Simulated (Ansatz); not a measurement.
System: CH2BeO (SMILES [Be][O][CH2]) (triplet).

```xyz
5

C     0.8043    1.1579   -3.1776
Be   -0.5837   -0.4708   -1.4962
O     0.1299    0.3664   -2.3609
H     1.0089    2.1724   -2.8599
H     1.1248    0.7605   -4.1324
```

Geometry: r2SCAN-D4/def2-TZVP.

Method: isolated molecule in a Gaussian basis; Kohn-Sham density functional theory, functional PBE0 in Ansatz.

> What will maps of the electron density, electron localisation function and spin density show?

C–O (1.32 Å): ρ at the midpoint is about 2.5 e/Å³; the ELF peaks at about 0.85 between the atoms; a shared but strongly polarised pair.
Be–O (1.40 Å): ρ is about 1.5 e/Å³ halfway; the ELF peaks at about 0.85 in the valence shell of O, 0.6 Å from its nucleus, and is about 0.75 at the midpoint.
C–H (1.08 Å): ρ is about 2.1 e/Å³ halfway; the ELF climbs to about 1 towards the hydrogen, as it does in any bond to H; an ordinary covalent bond to hydrogen.
The unpaired spin (2 electrons) lies mostly on Be2 (about 1.1), C1 (about 0.7) and O3 (about 0.1), in electrons by Hirshfeld's partition.

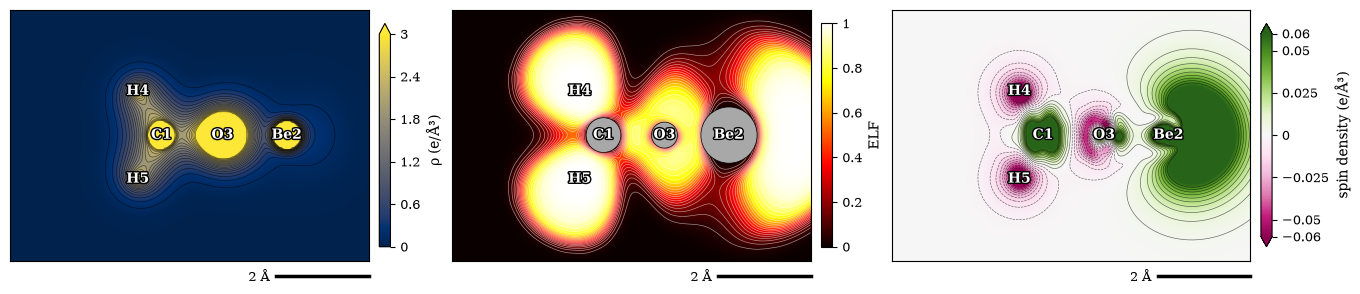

Computed electron density, electron localisation function and spin density on the molecular plane, in this order. Grey discs cover the atomic cores in the ELF map. 
